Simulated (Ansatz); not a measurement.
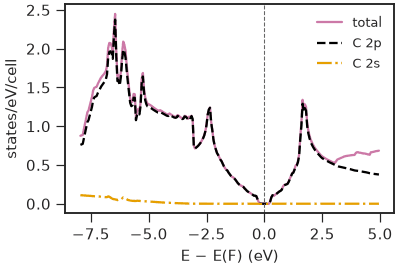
Figure. Total and projected density of states of C (graphite, P6_3/mmc), DFT-PBE in the program Ansatz with PAW potentials

Task: Which orbitals carry the states next to the Fermi level?

Result: Within 0.5 eV of the Fermi level: C 2p 99 %. Projections are on Löwdin-orthogonalised atomic valence shells; empty p or d shells of many metals are not among them.

Task: Where is the tallest occupied peak in this window, and what makes it?

Result: Near -6.4 eV, about 2.4 states/eV per cell; the largest projected share is C 2p.

Symmetry was held in the PBE relaxation. The volume lies over 15 % above that of the usual cell of this phase: another minimum, or an error of the functional. A crystal of weakly bound layers computed without a dispersion correction: the cell and the soft elastic constants depend strongly on that.

Potentials: the later of the program's two PAW sets.
